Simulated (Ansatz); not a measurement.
```json
{"atom": "S", "x (Å)": "-1.2275", "y (Å)": "-1.6520", "z (Å)": "0.9347"}
{"atom": "C", "x (Å)": "-0.0774", "y (Å)": "-0.9640", "z (Å)": "0.0536"}
{"atom": "Sb", "x (Å)": "0.7692", "y (Å)": "0.9847", "z (Å)": "0.4308"}
{"atom": "H", "x (Å)": "0.3967", "y (Å)": "-1.5225", "z (Å)": "-0.7581"}
{"atom": "H", "x (Å)": "0.9364", "y (Å)": "1.3535", "z (Å)": "-1.2314"}
{"atom": "H", "x (Å)": "-0.7552", "y (Å)": "1.7363", "z (Å)": "0.5244"}
```

Geometry: PBE0-D4/def2-TZVP; core potentials replace the inner electrons of Sb.

Theory: RKS PBE0-D4/def2-TZVPP (Ansatz 0.2.0).

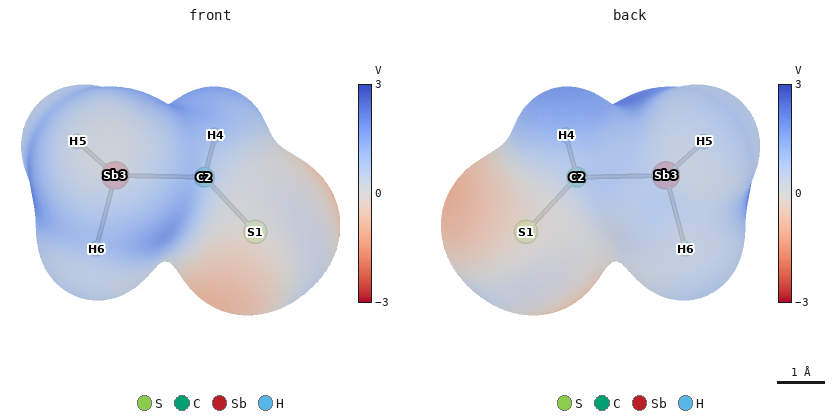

CH$_{3}$SSb (SMILES S=[CH][SbH2]). The molecular electrostatic potential painted on the density surface at 0.004 e/bohr³, seen from the front and from behind; the colour scale runs from red (negative) to blue (positive).

> Where is the surface potential most negative and most positive?

The most negative region (about −1.0 V) lies over S1, the most positive (about +2.2 V) over Sb3.
